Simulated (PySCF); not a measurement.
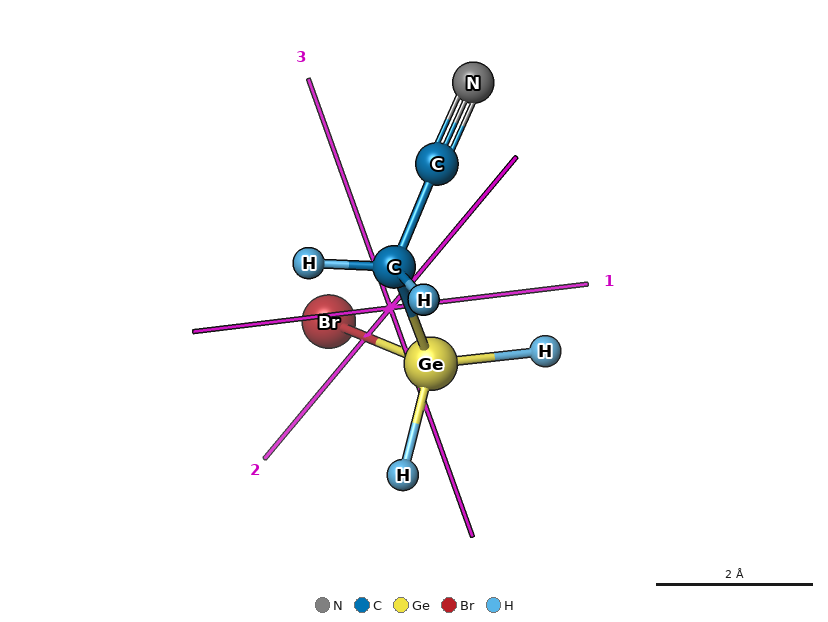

The three principal axes of inertia are drawn and numbered. Atoms fade into the background with distance from the viewer. The computed structure is the end point of a PBE0-D3(BJ)/def2-SVP optimisation. No frequency run is at hand to confirm it as a minimum. Masses are those of the most abundant isotopes; constants are for the rigid equilibrium geometry.

Which line is the a axis (least moment of inertia), which b and which c?

a is line 2, b is line 3, c is line 1; the moments are 170, 439, 567 u Å².

What kind of rotor is it, and what are its rotational constants in MHz?

An asymmetric top (C1): A = 2969, B = 1152, C = 891 MHz. Ray's parameter κ is −0.75, nearer the prolate limit.
